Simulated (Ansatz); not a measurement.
# AlBrH4: what the fields show

```xyz
6

Al   -0.0593   -0.7599   -0.0807
H     1.4060   -0.1429    0.2238
H    -0.4034   -1.0824   -1.5910
H    -0.8660   -1.3376    1.1517
H     0.6343    1.3838    0.2357
Br   -0.7116    1.9390    0.0604
```

A transition-state structure; geometry: PBE0-D4/def2-TZVP.

These are results of RKS PBE0-D4/def2-TZVPP in Ansatz, not measurements.

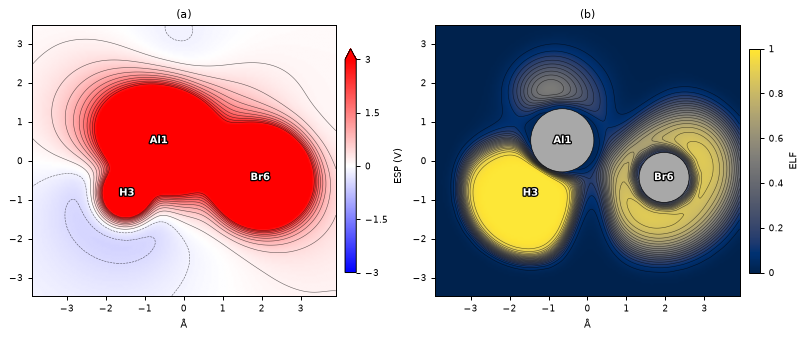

Figure 1. (a) electrostatic potential; (b) electron localisation function on the plane of atoms H3, Al1 and Br6. Grey discs cover the atomic cores in the ELF map.

> What do the fields say about this system?

Atoms in the plane: Al, H and Br.
Al–Br (2.78 Å): the ELF peaks at about 0.75 in the valence shell of Br, 1.0 Å from its nucleus, and is about 0.55 at the midpoint.
Al–H (1.58 Å): the ELF climbs to about 1 towards the hydrogen.
The ELF also peaks beside Br6, away from the bonds: lone-pair regions.
Outside the dense part of the molecule the potential is most negative (−0.5 V) near H3.

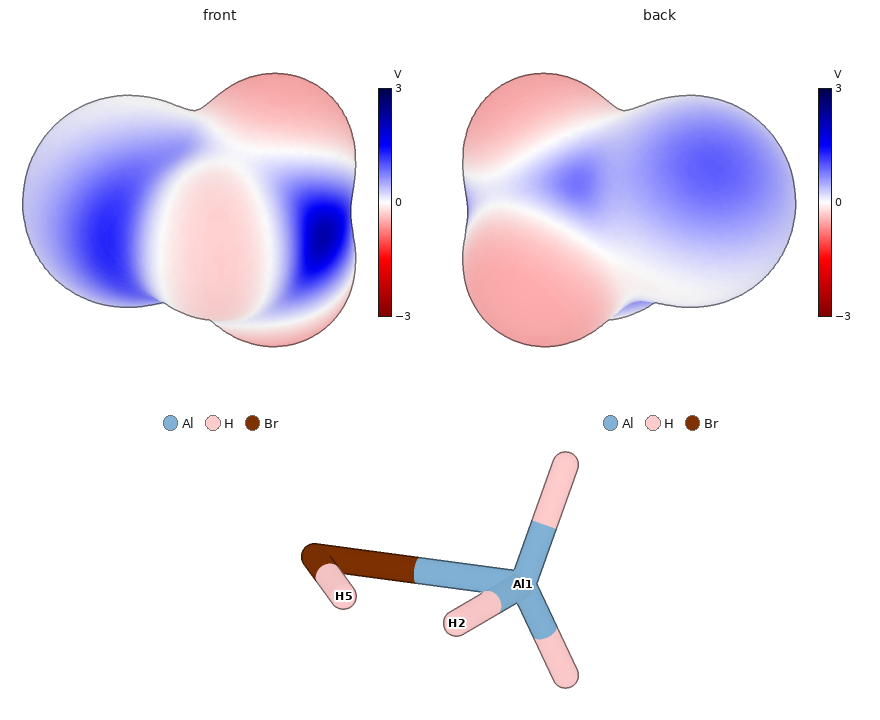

Figure 2. The electrostatic potential painted on the density surface at 0.001 e/bohr³, seen from the front and from behind; red is negative and blue positive. The bare structure is drawn below in the same view.

> Which sites attract a positive test charge, and which a negative one?

A positive charge is drawn to the negative regions and a negative charge to the positive ones. The most negative region (about −0.5 V) lies over H3 and H4, the most positive (about +2.0 V) over Al1.

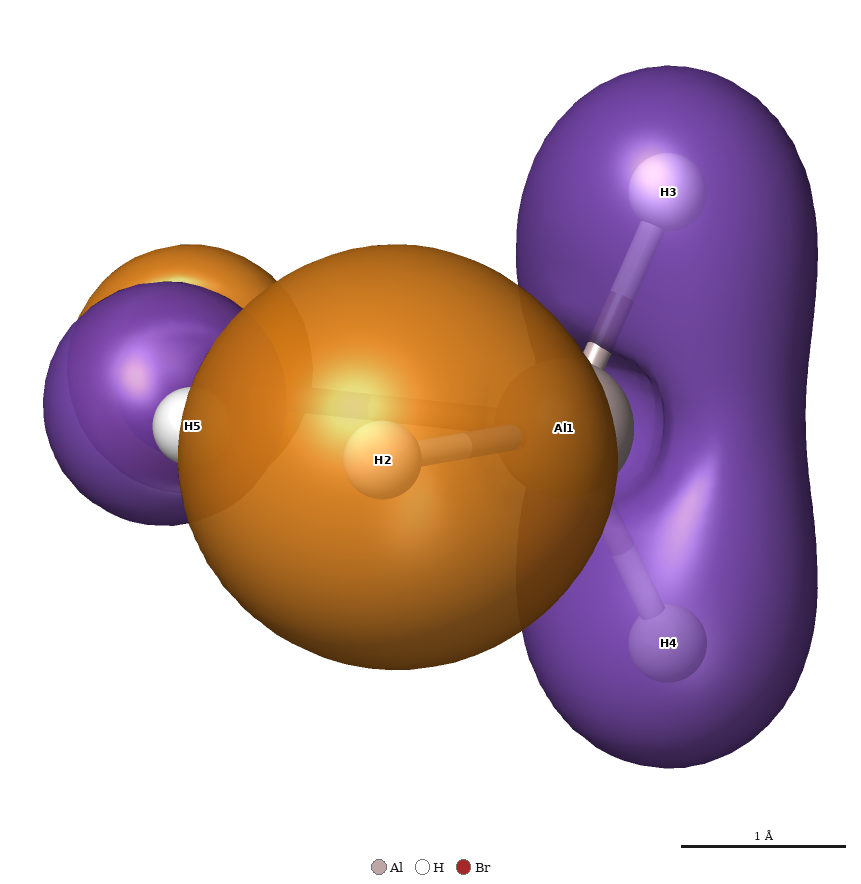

Figure 3. The HOMO−1 at ±0.1 Å⁻³ᐟ² (orange and purple are the two phases), seen at a tilt.

> Where does this orbital lie, and at what energy?

It lies mainly on H2 (about 40 %), Al1 (about 30 %), H3 (about 10 %), H4 (about 10 %) and Br6 (about 10 %). Its energy is −8.51 eV.
